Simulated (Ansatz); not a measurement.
# FH₇N₂Si (built from SMILES N.N[SiH2]F): a barrier at many levels of theory, part 2 of 2

Ansatz 0.2.0, Gaussian basis. The steps go on from the part before.

**5. Vibrations of the start structure**

Contents of vib-r/in.yaml:

```yaml
crystal:
  periodic: [false, false, false]
  atoms:
    - {symbol: Si, position_ang: [0.310637, 0.244160, -0.643660]}
    - {symbol: F, position_ang: [0.208774, 1.386364, 0.491274]}
    - {symbol: H, position_ang: [-1.064630, -0.157070, -0.995834]}
    - {symbol: H, position_ang: [1.218332, -0.803984, -0.139838]}
    - {symbol: N, position_ang: [1.017379, 0.838809, -2.079303]}
    - {symbol: H, position_ang: [-0.453457, -1.653703, 2.365936]}
    - {symbol: N, position_ang: [-0.951892, -0.980027, 1.798015]}
    - {symbol: H, position_ang: [0.503229, 1.431935, -2.709792]}
    - {symbol: H, position_ang: [2.008024, 1.005816, -2.145589]}
    - {symbol: H, position_ang: [-1.931281, -1.235837, 1.811349]}
    - {symbol: H, position_ang: [-0.865016, -0.076461, 2.247342]}
basis:
  gaussian: {orbitals: def2-TZVP}
hamiltonian: {xc: pbe0, dispersion: d4}
phonons: {temperatures: {t_min: 298.15, t_max: 900, t_step: 200}}
```

What it wrote, shortened:

```text
Functional definition: PBE0
  name "PBE0"
  cite "Adamo & Barone, J. Chem. Phys. 110, 6158 (1999) doi:10.1063/1.478522"
  cite "Perdew, Burke & Ernzerhof, Phys. Rev. Lett. 77, 3865 (1996) doi:10.1103/PhysRevLett.77.3865"
  parent pbe
[...]
1042 factors; their error is unknown
[...]
mean field -13684.58577782 eV, -502.8992515895 hartree, gradient 8.8e-6 eV, S^2 0.000000; 0 other end points of the search recorded, 0 dependent functions left out
[...]
reference -13684.58580905 eV, -502.8992527371 hartree; 22, 22 occupied and 150, 150 virtual orbitals, 1042 factors
[... from here to the last solve, the lines of the solves are left out (65 solves) ...]
1042 factors; their error is unknown
mean field -13684.58573651 eV, -502.8992500715 hartree, gradient 2.2e-6 eV, S^2 0.000000; 0 other end points of the search recorded, 0 dependent functions left out
[...]
Atom 4 at     1.017379     0.838809    -2.079303 Å, force     0.001370     0.002383    -0.002251 eV/Å
Atom 5 at    -0.453457    -1.653703     2.365936 Å, force    -0.000438     0.000224     0.000332 eV/Å
Atom 6 at    -0.951892    -0.980027     1.798015 Å, force     0.000403     0.000453    -0.001326 eV/Å
Atom 7 at     0.503229     1.431935    -2.709792 Å, force    -0.000224    -0.000707     0.000351 eV/Å
Atom 8 at     2.008024     1.005816    -2.145589 Å, force    -0.000359    -0.000746     0.000351 eV/Å
Atom 9 at    -1.931281    -1.235837     1.811349 Å, force     0.000358     0.000081     0.000588 eV/Å
Atom 10 at    -0.865016    -0.076461     2.247342 Å, force    -0.000307    -0.000570     0.000486 eV/Å
Dipole moment:    -0.060866    -0.082405     0.099751 e Å
Vibrations: 56.94 83.57 104.91 110.90 199.26 236.68 306.26 309.65 402.73 588.85 803.98 810.09 885.75 916.96 920.14 931.17 1044.10 1585.52 1661.75 1670.42 2274.04 2286.61 3501.88 3608.62 3633.64 3635.45 3702.65 cm⁻¹, zero-point energy 2.248609 eV
```

Wall time 80 s (4 threads, shared host); peak memory 0.35 GiB.

The modes, with what each moves most:

```tsv
mode	wavenumber (cm⁻¹)	character
1	57	not assigned (largely outside the bonds, angles and torsions drawn)
2	84	not assigned (largely outside the bonds, angles and torsions drawn)
3	105	not assigned (largely outside the bonds, angles and torsions drawn)
4	111	not assigned (largely outside the bonds, angles and torsions drawn)
5	199	not assigned (largely outside the bonds, angles and torsions drawn)
6	237	not assigned (largely outside the bonds, angles and torsions drawn)
7	306	bend
8	310	not assigned (largely outside the bonds, angles and torsions drawn)
9	403	torsion
10	589	bend with torsion
11	804	bend
12	810	Si–F and Si–N stretch
13	886	Si–N stretch
14	917	bend with torsion
15	920	bend
16	931	bend
17	1044	bend
18	1586	bend
19	1662	bend
20	1670	bend
21	2274	Si–H stretch
22	2287	Si–H stretch
23	3502	N–H stretch
24	3609	N–H stretch
25	3634	N–H stretch
26	3635	N–H stretch
27	3703	N–H stretch
```

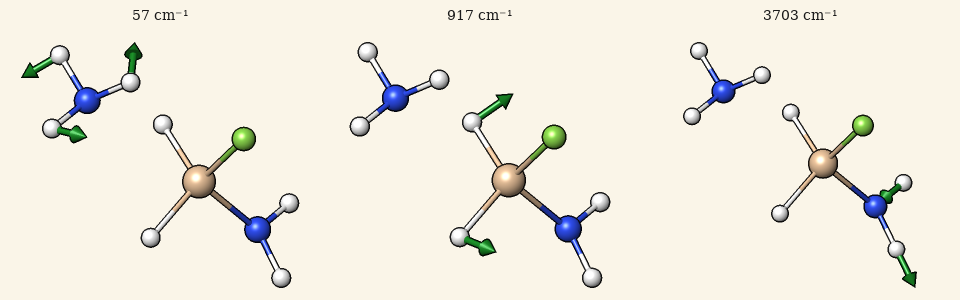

Displacements of 3 modes, as arrows.

Vibrational sums (real modes only):

```tsv
T (K)	entropy (J/mol/K)	heat capacity (J/mol/K)
298	101.0	87.7
498	154.0	118.9
698	197.7	139.9
898	234.9	155.5
```

**6. Vibrations of the end structure**

Contents of vib-p/in.yaml:

```yaml
crystal:
  periodic: [false, false, false]
  atoms:
    - {symbol: Si, position_ang: [-0.282779, -0.581963, -0.700133]}
    - {symbol: F, position_ang: [1.512991, 0.818725, 1.706739]}
    - {symbol: H, position_ang: [-1.438294, -0.823650, -1.605535]}
    - {symbol: H, position_ang: [0.583943, -1.791862, -0.693754]}
    - {symbol: N, position_ang: [0.405009, 0.895409, -1.178122]}
    - {symbol: H, position_ang: [0.682503, 0.356794, 1.549085]}
    - {symbol: N, position_ang: [-0.697280, -0.396080, 0.993426]}
    - {symbol: H, position_ang: [0.339845, 1.235346, -2.121405]}
    - {symbol: H, position_ang: [1.180706, 1.286993, -0.665353]}
    - {symbol: H, position_ang: [-0.840073, -1.251786, 1.513778]}
    - {symbol: H, position_ang: [-1.446470, 0.252073, 1.201173]}
basis:
  gaussian: {orbitals: def2-TZVP}
hamiltonian: {xc: pbe0, dispersion: d4}
phonons: {temperatures: {t_min: 298.15, t_max: 900, t_step: 200}}
```

What it wrote, shortened:

```text
[... 5 set-up lines as earlier in the session ...]
[...]
1042 factors; their error is unknown
[...]
mean field -13684.03080063 eV, -502.8788565538 hartree, gradient 4.2e-5 eV, S^2 0.000000; 0 other end points of the search recorded, 0 dependent functions left out
[...]
reference -13684.03082939 eV, -502.8788576109 hartree; 22, 22 occupied and 150, 150 virtual orbitals, 1042 factors
[... from here to the last solve, the lines of the solves are left out (65 solves) ...]
1042 factors; their error is unknown
mean field -13684.03077671 eV, -502.8788556750 hartree, gradient 1.5e-6 eV, S^2 0.000000; 0 other end points of the search recorded, 0 dependent functions left out
[...]
Atom 4 at     0.405009     0.895409    -1.178122 Å, force     0.003256     0.003160     0.000833 eV/Å
Atom 5 at     0.682503     0.356794     1.549085 Å, force     0.000360     0.004173     0.001043 eV/Å
Atom 6 at    -0.697280    -0.396080     0.993426 Å, force     0.000960     0.000047    -0.000949 eV/Å
Atom 7 at     0.339845     1.235346    -2.121405 Å, force    -0.000870    -0.000821    -0.000513 eV/Å
Atom 8 at     1.180706     1.286993    -0.665353 Å, force    -0.000583    -0.000541     0.000373 eV/Å
Atom 9 at    -0.840073    -1.251786     1.513778 Å, force    -0.000272    -0.000492    -0.001155 eV/Å
Atom 10 at    -1.446470     0.252073     1.201173 Å, force     0.001849    -0.000678     0.000252 eV/Å
Dipole moment:    -0.541782    -0.181689    -0.252128 e Å
Vibrations: 87.69 99.49 205.88 272.59 304.51 392.04 450.16 589.75 629.80 728.85 770.59 828.47 893.23 912.19 977.00 985.86 1016.66 1037.08 1573.17 1579.62 2206.34 2216.08 3218.06 3551.73 3599.72 3641.29 3715.22 cm⁻¹, zero-point energy 2.261663 eV
```

Wall time 91 s (4 threads, shared host); peak memory 0.37 GiB.

The modes, with what each moves most:

```tsv
mode	wavenumber (cm⁻¹)	character
1	88	torsion
2	99	not assigned (largely outside the bonds, angles and torsions drawn)
3	206	bend with torsion
4	273	not assigned (largely outside the bonds, angles and torsions drawn)
5	305	torsion
6	392	torsion
7	450	torsion
8	590	torsion with bend
9	630	bend with torsion
10	729	bend with torsion
11	771	Si–N stretch
12	828	bend with torsion
13	893	Si–N stretch
14	912	bend
15	977	bend with torsion
16	986	bend with torsion
17	1017	not assigned (largely outside the bonds, angles and torsions drawn)
18	1037	not assigned (largely outside the bonds, angles and torsions drawn)
19	1573	bend
20	1580	bend
21	2206	Si–H stretch
22	2216	Si–H stretch
23	3218	F–H stretch
24	3552	N–H stretch
25	3600	N–H stretch
26	3641	N–H stretch
27	3715	N–H stretch
```

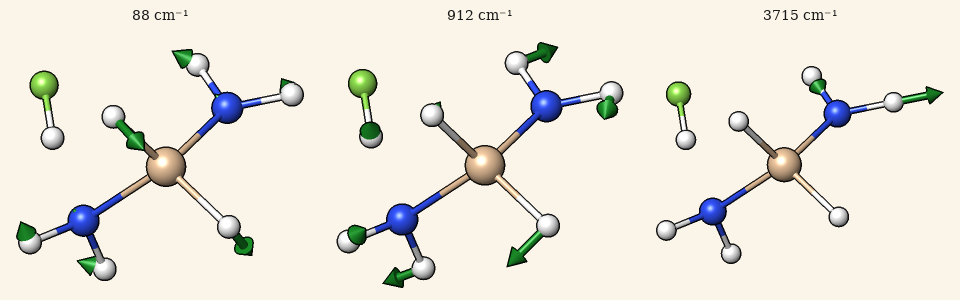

Displacements of 3 modes, as arrows.

Vibrational sums (real modes only):

```tsv
T (K)	entropy (J/mol/K)	heat capacity (J/mol/K)
298	67.9	78.2
498	117.9	116.6
698	161.3	140.1
898	198.7	156.6
```

**7. The ladder**

Levels not printed above were run the same way.

The basis limit takes Hartree-Fock with exponent 7.88 and MP2 correlation with exponent 2.97 from the triple- and quadruple-zeta runs, and adds the coupled-cluster step over MP2 from triple zeta. Where a quadruple-zeta run was CCSD(T), only its Hartree-Fock and MP2 parts are used.

Rows are in def2-TZVPP; times add the 3 runs of a level on a shared host, so small differences are noise.

The saddle's own vibrations were run with its search: 551i cm⁻¹, zero-point energy 2.233 eV.

The barrier:

Differences are taken before rounding.

```tsv
method	rung	barrier (kcal/mol)	from CCSD(T)/CBS (kcal/mol)	time
SPW92	LDA	14.0	-14.7	2.8 s
PBE-D4	GGA	22.1	-6.7	4.5 s
BLYP-D4	GGA	26.1	-2.6	4.8 s
r2SCAN-D4	meta-GGA	24.8	-3.9	9.4 s
B97M-V	meta-GGA	29.3	+0.5	19 s
PBE0-D4	hybrid	24.9	-3.9	6 s
B3LYP-D4	hybrid	27.9	-0.8	5.7 s
r2SCAN0-D4	hybrid	26.7	-2.1	10 s
BHLYP-D4	hybrid	31.3	+2.5	5.7 s
CAM-B3LYP-D4	range-separated hybrid	27.4	-1.3	6.4 s
wB97X-V	range-separated hybrid	27.5	-1.3	15 s
wB97M-V	range-separated hybrid	27.4	-1.4	18 s
B2PLYP	double hybrid	28.9	+0.2	11 s
PBE-QIDH	double hybrid	27.0	-1.8	12 s
RPA on PBE	RPA	29.5	+0.7	12 s
Hartree-Fock	wavefunction	41.6	+12.9	
MP2	wavefunction	27.8	-0.9	
CCSD	wavefunction	31.2	+2.4	
CCSD(T)	wavefunction	29.1	+0.4	4.6 min
CCSD(T)/CBS		28.8	0	5.4 min
```

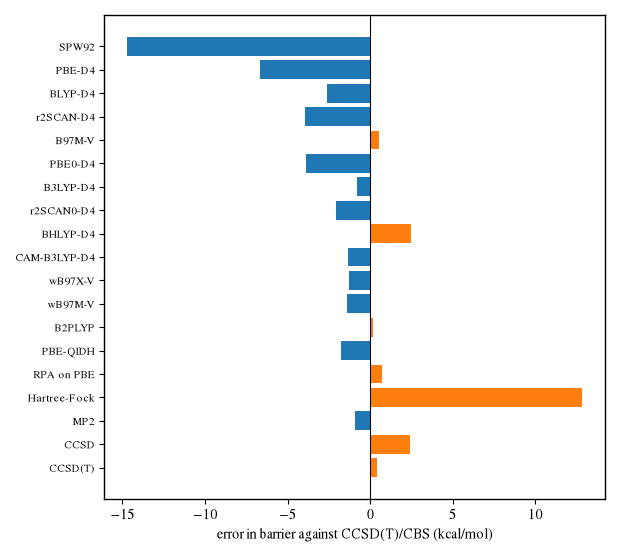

Deviations from CCSD(T)/CBS, method by method.

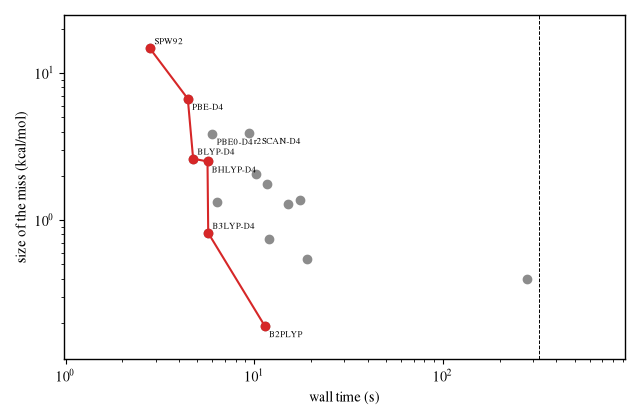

Accuracy for the time spent; red marks the levels that beat every quicker one drawn (of those quicker than the yardstick), and the dashed line is the time of CCSD(T)/CBS. Only those levels and the largest misses are named. Times are from a shared host.

B2PLYP reaches 0.2 kcal/mol from the reference in 11 s, where CCSD(T)/CBS took 5.4 min; the quickest level in the cost chart, SPW92, takes 2.8 s and misses by 14.7 kcal/mol.

The step energy:

Differences are taken before rounding.

```tsv
method	rung	step energy (kcal/mol)	from CCSD(T)/CBS (kcal/mol)
SPW92	LDA	7.7	-6.4
PBE-D4	GGA	11.3	-2.8
BLYP-D4	GGA	13.2	-0.8
r2SCAN-D4	meta-GGA	13.3	-0.8
B97M-V	meta-GGA	15.8	+1.7
PBE0-D4	hybrid	12.0	-2.1
B3LYP-D4	hybrid	13.7	-0.3
r2SCAN0-D4	hybrid	13.4	-0.6
BHLYP-D4	hybrid	15.1	+1.0
CAM-B3LYP-D4	range-separated hybrid	13.9	-0.2
wB97X-V	range-separated hybrid	14.2	+0.1
wB97M-V	range-separated hybrid	14.5	+0.5
B2PLYP	double hybrid	14.6	+0.5
PBE-QIDH	double hybrid	13.0	-1.0
RPA on PBE	RPA	15.0	+0.9
Hartree-Fock	wavefunction	19.4	+5.3
MP2	wavefunction	13.5	-0.6
CCSD	wavefunction	15.0	+1.0
CCSD(T)	wavefunction	14.2	+0.2
CCSD(T)/CBS		14.1	0
```

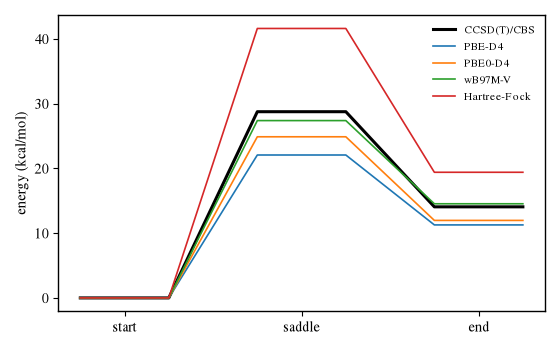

Energy profile at a few levels.

**8. Outcome**

The summary covers parts 1 to 2.

| quantity | value |
| --- | --- |
| barrier, CCSD(T)/CBS | 28.8 kcal/mol |
| reverse barrier, CCSD(T)/CBS | 14.7 kcal/mol |
| step energy, CCSD(T)/CBS | +14.1 kcal/mol |
| barrier with zero-point energy | 28.4 kcal/mol |
| step energy with zero-point energy | +14.4 kcal/mol |
| imaginary mode at the saddle | 551i cm⁻¹ |
| largest T1 diagnostic | 0.011 |

What this shows: Among the functionals B2PLYP lands nearest to CCSD(T)/CBS (+0.2 kcal/mol) and SPW92 farthest (-14.7 kcal/mol). Mean unsigned error by rung: LDA 14.7, GGA 4.6, meta-GGA 2.2, hybrid 2.3, range-separated hybrid 1.3, double hybrid 1.0 kcal/mol. PBE-D4 gives a barrier 6.7 kcal/mol too low, outside chemical accuracy (1 kcal/mol). The barrier rises with the share of exact exchange, from BLYP-D4 through B3LYP-D4 to BHLYP-D4 (-2.6, -0.8, +2.5 kcal/mol). Hartree-Fock, with no correlation, is off by +12.9 kcal/mol. Zero-point motion lowers the barrier by 0.4 kcal/mol.
